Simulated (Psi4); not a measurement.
# HF/3-21G run of InNH6 (In(NH3)H3)

Aim: the energy change on altering one bond length of InNH6 (In(NH3)H3) at HF/3-21G, from 2 runs. 

Program for the calculation: Psi4 1.11.

2 further runs of the same task are left out: 2 set aside as unsound or not needed.

## 1. Starting point

InNH6 has 8 atoms, charge 0, and is taken as a singlet. As SMILES, `[H][In]([H])([H])<-[NH3]`. Geometry: a GFN2-xTB relaxation, a rough one for these elements and not checked as a minimum.

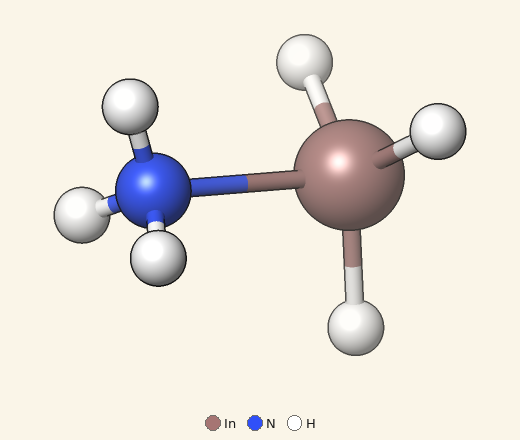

The structure, seen from a chosen angle (indium brown, nitrogen blue, hydrogen white).

## 2. Energy and forces at HF/3-21G

The input, h6inn.xyz:

```xyz
8
H6InN
In    -0.002430     0.004770    -1.240570
N      0.001030    -0.002420     1.124050
H     -0.948260     0.032420     1.488370
H      0.509990     0.799560     1.488490
H      0.445320    -0.846710     1.478600
H      1.673370    -0.017650    -1.445880
H     -0.820140     1.466400    -1.447400
H     -0.858890    -1.436370    -1.445640
```

The input, h6inn.py:

```python
import psi4

psi4.set_memory(1600000000)
psi4.set_num_threads(1)
psi4.set_output_file('output.dat', False)

with open('h6inn.xyz') as f:
    atoms = ''.join(f.readlines()[2:])
m = psi4.geometry('0 1\n' + atoms + 'symmetry c1\nno_reorient\nno_com')

psi4.set_options({
    'basis': '3-21G',
    'reference': 'rhf',
    'puream': True,
    'e_convergence': 1e-09,
    'd_convergence': 1e-08,
    'scf_type': 'pk',
})

result, w = psi4.gradient('scf', molecule=m, return_wfn=True)
print('gradient / Eh bohr^-1')
print(result.np.round(6))
print(f'energy = {w.energy():.10f} Eh')
```

Launch:

```console
python h6inn.py
```

output.dat:

```text
[...]
  Running in c1 symmetry.
[...]
  Nuclear repulsion =  167.206140240606487
[...]
  Multiplicity = 1
[...]
  Nalpha       = 31
  Nbeta        = 31
[...]
    Number of basis functions: 52
[...]
   @RHF iter   1: -5771.90957721402538   -3.38900e+00   1.29799e-02 DIIS/ADIIS
[...]
   @RHF iter  10: -5772.33416770156873    2.72848e-12   2.44567e-09 DIIS
[...]
    Orbital Energies [Eh]
    ---------------------
    Doubly Occupied:
       1A   -991.636574     2A   -148.608193     3A   -138.039418
       4A   -138.038614     5A   -138.038613     6A    -29.493334
       7A    -25.034426     8A    -25.031777     9A    -25.031774
      10A    -17.435197    11A    -17.433933    12A    -17.433930
      13A    -17.431500    14A    -17.431500    15A    -15.550083
      16A     -4.941317    17A     -3.411383    18A     -3.409395
      19A     -3.409379    20A     -1.224100    21A     -1.044646
      22A     -1.041564    23A     -1.041541    24A     -1.037589
      25A     -1.037577    26A     -0.705031    27A     -0.704807
      28A     -0.576744    29A     -0.460342    30A     -0.367331
      31A     -0.367177
[...]
  @RHF Final Energy: -5772.33416770156873
   => Energetics <=
    Nuclear Repulsion Energy =            167.2061402406064872
    One-Electron Energy =               -8306.1830428391112946
    Two-Electron Energy =                2366.6427348969364175
    Total Energy =                      -5772.3341677015687310
[...]
 Multipole Moments:
 ------------------------------------------------------------------------------------
     Multipole            Electronic (a.u.)      Nuclear  (a.u.)        Total (a.u.)
 ------------------------------------------------------------------------------------
 L = 1.  Multiply by 2.5417464519 to convert [e a0] to [Debye]
 Dipole X            :          0.2108716           -0.2087580            0.0021136
 Dipole Y            :         -0.4102475            0.4052329           -0.0050146
 Dipole Z            :        101.9838227          -99.7832842            2.2005385
 Magnitude           :                                                    2.2005452
[...]
  -Total Gradient:
     Atom            X                  Y                   Z
    ------   -----------------  -----------------  -----------------
       1       -0.000074194702     0.000364037312    -0.015050295672
       2       -0.000213556738     0.000392920632    -0.012273575542
       3       -0.004224416630     0.000114093299     0.004961120319
       4        0.002303796851     0.003499130977     0.004956895403
       5        0.002151611830    -0.004050602420     0.004999106206
       6       -0.028263423562     0.000382379443     0.004145612881
       7        0.013934100643    -0.024859047562     0.004125247496
       8        0.014386082306     0.024157088329     0.004135888874
[...]
```

The script printed:

```text
gradient / Eh bohr^-1
[[-7.4000e-05  3.6400e-04 -1.5050e-02]
 [-2.1400e-04  3.9300e-04 -1.2274e-02]
 [-4.2240e-03  1.1400e-04  4.9610e-03]
 [ 2.3040e-03  3.4990e-03  4.9570e-03]
 [ 2.1520e-03 -4.0510e-03  4.9990e-03]
 [-2.8263e-02  3.8200e-04  4.1460e-03]
 [ 1.3934e-02 -2.4859e-02  4.1250e-03]
 [ 1.4386e-02  2.4157e-02  4.1360e-03]]
energy = -5772.3341677016 Eh
```

Wall time 2.3 s (1 thread of Intel Xeon Platinum 8488C (Sapphire Rapids), shared host); peak memory 0.19 GiB.

## 3. The distorted shape: the energy at HF/3-21G

The input, calc.dat:

```
memory 1.6 GB

molecule system {
  0 1
  In    -0.505148     0.011496    -1.178980
  N     -0.501688     0.004306     1.185640
  H     -1.450978     0.039146     1.549960
  H      0.007272     0.806286     1.550080
  H     -0.057398    -0.839984     1.540190
  H      1.673370    -0.017650    -1.445880
  H     -1.322858     1.473126    -1.385810
  H     -1.361608    -1.429644    -1.384050
  symmetry c1
}

set basis 3-21G
set puream true
set e_convergence 1e-09
set d_convergence 1e-08
set scf_type pk

e, wfn = energy("hf", return_wfn=True)
oeprop(wfn, "MAYER_INDICES", "DIPOLE", "MULLIKEN_CHARGES", title="HF")
print_variables()
```

Launch:

```console
psi4 -n 1 calc.dat calc.out
```

calc.out:

```text
[...]
  Running in c1 symmetry.
[...]
  Nuclear repulsion =  163.454038239926632
[...]
  Multiplicity = 1
[...]
  Nalpha       = 31
  Nbeta        = 31
[...]
    Number of basis functions: 52
[...]
   @RHF iter   1: -5771.81969847552591   -3.52753e+00   1.34484e-02 DIIS/ADIIS
[...]
   @RHF iter  10: -5772.31562786456925   -4.54747e-12   1.95394e-09 DIIS
[...]
    Orbital Energies [Eh]
    ---------------------
    Doubly Occupied:
       1A   -991.664391     2A   -148.634979     3A   -138.066282
       4A   -138.065752     5A   -138.065409     6A    -29.519050
       7A    -25.059950     8A    -25.058180     9A    -25.057123
      10A    -17.461039    11A    -17.460350    12A    -17.459252
      13A    -17.457828    14A    -17.457568    15A    -15.557771
      16A     -4.963969    17A     -3.434240    18A     -3.432338
      19A     -3.431004    20A     -1.231155    21A     -1.065638
      22A     -1.063261    23A     -1.059804    24A     -1.059222
      25A     -1.056996    26A     -0.711870    27A     -0.711543
      28A     -0.578570    29A     -0.459546    30A     -0.379712
      31A     -0.330184
[...]
  @RHF Final Energy: -5772.31562786456925
   => Energetics <=
    Nuclear Repulsion Energy =            163.4540382399266321
    One-Electron Energy =               -8297.5113797540579981
    Two-Electron Energy =                2361.7417136495623708
    Total Energy =                      -5772.3156278645692510
[...]
 Multipole Moments:
 ------------------------------------------------------------------------------------
     Multipole            Electronic (a.u.)      Nuclear  (a.u.)        Total (a.u.)
 ------------------------------------------------------------------------------------
 L = 1.  Multiply by 2.5417464519 to convert [e a0] to [Debye]
 Dipole X            :         -1.0667464            0.5300506           -0.5366958
 Dipole Y            :          0.0483253           -0.0459531            0.0023721
 Dipole Z            :         -7.8552552           10.1416276            2.2863723
 Magnitude           :                                                    2.3485201
[...]
  Mulliken Charges: (a.u.)
   Center  Symbol    Alpha    Beta     Spin     Total
       1    IN    24.18759 24.18759  0.00000  0.62482
       2     N     3.95881  3.95881  0.00000 -0.91761
       3     H     0.31923  0.31923  0.00000  0.36155
       4     H     0.31692  0.31692  0.00000  0.36616
       5     H     0.31697  0.31697  0.00000  0.36606
       6     H     0.62909  0.62909  0.00000 -0.25818
       7     H     0.63559  0.63559  0.00000 -0.27117
       8     H     0.63581  0.63581  0.00000 -0.27163
   Total alpha = 31.00000, Total beta = 31.00000, Total charge =  0.00000
[...]
```

Wall time 1.6 s (1 thread of Intel Xeon Platinum 8488C (Sapphire Rapids), shared host); peak memory 0.19 GiB.

## 4. Summary of results

At HF/3-21G:

```
                                                          quantity           value
                                         first shape: total energy  -5772.33417 Eh
                                        first shape: dipole moment          5.59 D
                                          first shape: HOMO energy        -9.99 eV
                                          first shape: LUMO energy         2.84 eV
                                        first shape: HOMO–LUMO gap        12.83 eV
                             first shape: largest force on an atom      1.481 eV/Å
                                     distorted shape: total energy  -5772.31563 Eh
                                    distorted shape: dipole moment          5.97 D
                                      distorted shape: HOMO energy        -8.98 eV
                                      distorted shape: LUMO energy         2.66 eV
                                    distorted shape: HOMO–LUMO gap        11.64 eV
energy change with the In1–H6 bond stretched from 1.688 to 2.195 Å        0.504 eV
```

With the In1–H6 bond stretched from 1.688 to 2.195 Å the energy rises by 0.50 eV (48.7 kJ/mol). The first shape isn't relaxed at this level, so the change isn't measured from a minimum. The largest force (first shape) is 1.48 eV/Å: the shape isn't a stationary point for this species at this level. Relativity is left out (first shape) although the molecule holds a heavy atom. Relativity is left out (distorted shape) although the molecule holds a heavy atom.
